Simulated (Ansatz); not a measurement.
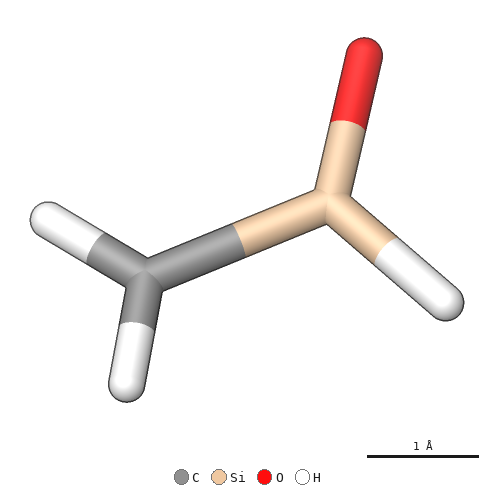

A stick model of a molecule.

State: neutral, doublet.

Identify the structure.

The molecule is CH₃OSi. SMILES: `C=[SiH][O]`. It has no ring. Among its groups: Si–H bond, Si–O bond. This geometry has Cs symmetry. It is an open-shell species. All atoms lie on one plane. Coordination: 1 C trigonal planar; 1 Si trigonal planar.

More results for the same structure follow; atom numbers are the same in all pictures, views and colours differ. The computed structure is the end point of a PBE0-D4/def2-TZVP optimisation. No frequency run is at hand to confirm it as a minimum.

## Shape

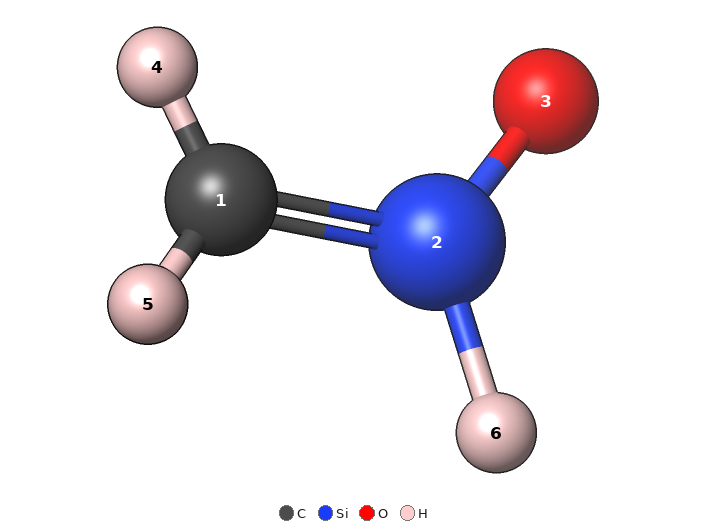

Atoms carry their numbers in the input. No frequency run is at hand to confirm it as a minimum.

List the bonds and their lengths.

```json
{"bond": "C1–Si2", "length (Å)": "1.811", "order": "double"}
{"bond": "C1–H4", "length (Å)": "1.085", "order": "single"}
{"bond": "C1–H5", "length (Å)": "1.086", "order": "single"}
{"bond": "Si2–O3", "length (Å)": "1.522", "order": "single"}
{"bond": "Si2–H6", "length (Å)": "1.484", "order": "single"}
```

## Electronic properties

No frequency run is at hand to confirm it as a minimum. Level of theory: UHF-CCSD(T), frozen core/def2-TZVPP (Ansatz 0.2.0).

Question: What is the T1 diagnostic?

Answer: 0.021.

Question: What is the ⟨S²⟩ of the determinant?

Answer: 0.772.

## Dipole moment

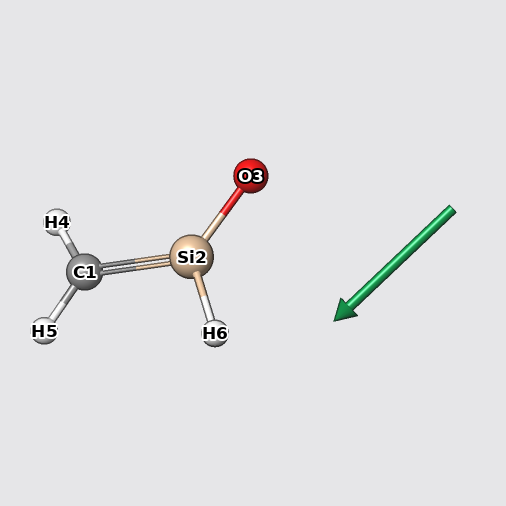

The arrow beside the molecule shows the direction of the dipole moment, from the negative to the positive end (its length means nothing). No frequency run is at hand to confirm it as a minimum. Level of theory: UKS PBE0-D4/def2-TZVP (Ansatz 0.2.0).

Question: Estimate the dipole moment.

Answer: 4.34 D; it points from the side of O3 to the side of H5 (the outermost atoms at the two ends).

## Charges

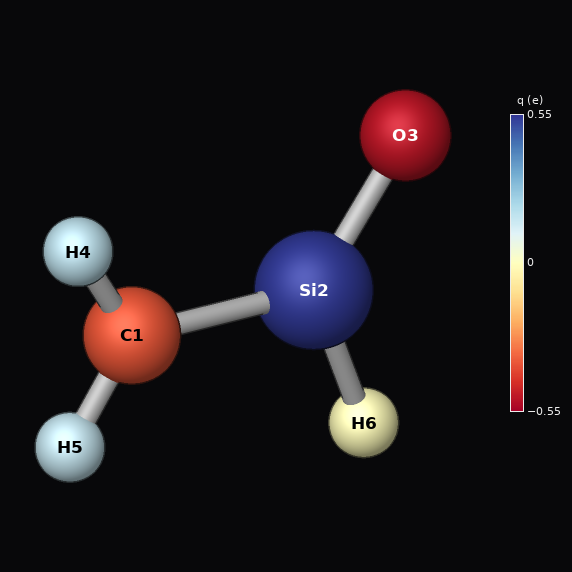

Atoms are coloured by their Mulliken charges. No frequency run is at hand to confirm it as a minimum. Properties computed with UKS PBE0-D4/def2-TZVP (Ansatz 0.2.0).

Question: Which atom carries the highest charge (most positive or least negative)?

Answer: Si2 (0.54 e).

Question: And the lowest?

Answer: O3 (−0.49 e).

Give the Mulliken charges atom by atom.

```
atom  value (e)
  C1      −0.37
 Si2       0.54
  O3      −0.49
  H4       0.17
  H5       0.16
  H6      −0.01
```

Mulliken values depend strongly on the basis set and can even reverse the polarity of a bond.
